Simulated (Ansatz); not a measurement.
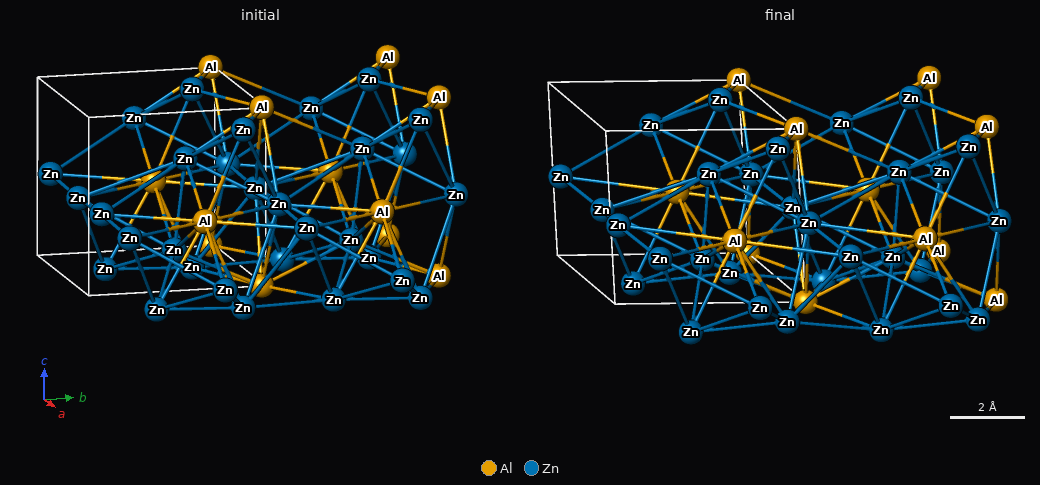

The structure of a crystal of AlZn₃ (a generated structure, set up in P1) (coarse preliminary run) before (left) and after (right) a relaxation, at one scale.

Style: ball-and-stick. Shown: the cell of the calculation, repeated 2 × 2 × 1 with one cell outlined, slightly off an axis.

Level of theory: Ansatz 0.2.0, DFT PBE, scalar-relativistic, plane waves, PAW.

Input file:
```yaml
crystal:
  lattice:
    - [5.1170321939, -0.0478976759, 0.0076783747]
    - [-0.0478976759, 5.0688737067, -0.0315173914]
    - [0.0076783747, -0.0315173914, 5.0075379495]
  atoms:
    - { symbol: Al, position: [0.0230091605, -0.0295529638, 1.0079235691] }
    - { symbol: Al, position: [0.4778724395, 0.5180200161, 0.4956714297] }
    - { symbol: Zn, position: [0.2732445778, -0.0050018944, 0.5184770606] }
    - { symbol: Zn, position: [0.5092395959, 0.7261410924, 0.0064681025] }
    - { symbol: Zn, position: [0.7339356804, 0.0185318577, 0.4864870482] }
    - { symbol: Zn, position: [0.4844047877, 0.2433850602, 0.0177051822] }
    - { symbol: Zn, position: [1.0252792001, 0.5382248868, 0.7452536842] }
    - { symbol: Zn, position: [-0.0269854418, 0.4902519452, 0.2220139235] }
basis:
  ecutwfc: 420
kpoints:
  mp_grid: { grid: [4, 4, 4] }
hamiltonian:
  xc: pbe
scf:
  occupations: { method: gaussian, width: 0.2 }
  lower_state_search: "off"
output:
  forces: true
  stress: true
  eigenvalues: true
relax:
  adjacent_minimum: "off"
  f_tol: 0.025
  max_steps: 60
  cell: { stress_tol: 0.25 }
```

Run as
```bash
ansatz run input.yaml --threads 1 --pin off --max-ram 2048MiB --backend cpu --events-out ev --progress --plain --runs-dir out
```

### Summarise the run.

The run was cut off at its time limit before the program reported convergence, but its last step already meets the force threshold: the largest component is 0.023 eV/Å against 0.025 eV/Å. The pressure is within 0.19 GPa of its target. Over 9 accepted moves (10 points after the start) the energy falls by 65.5 meV per atom. Largest force component: 1.1 eV/Å at the start, 0.023 eV/Å at the end. The pressure goes from 0.82 to 0.19 GPa. The line search rejected the trial step at point 6 of the run. The largest move relative to the cell is that of Zn6, 0.23 Å roughly along [1 0 −3]. By element the largest moves are Zn 0.23 Å, Al 0.20 Å. The drawn cell changes as follows: a 5.117 → 5.014 Å (−2.0 %), b 5.069 → 5.395 Å (+6.4 %), c 5.008 → 4.827 Å (−3.6 %), α 90.7° → 95.0°, β 89.8° → 96.3°, γ 91.1° → 86.1°; the volume changes by −0.6 %. Near-neighbour distances that change, for instance: Al1–Zn8 2.680 → 3.149 Å, Al2–Zn3 2.836 → 3.230 Å, Al2–Zn5 2.834 → 3.228 Å, Zn6–Zn7 3.133 → 2.781 Å. Bond angles that change, for instance: Al1–Zn3–Zn6 157.3° → 142.0°, Zn5–Zn3–Zn5 171.0° → 158.6°, Al1–Zn7–Zn8 125.4° → 114.5°. The space group stays P1 (No. 1). Cost: 5.3 min on 1 thread of Arm Neoverse V2, with other jobs on the host, peak memory 0.44 GiB.
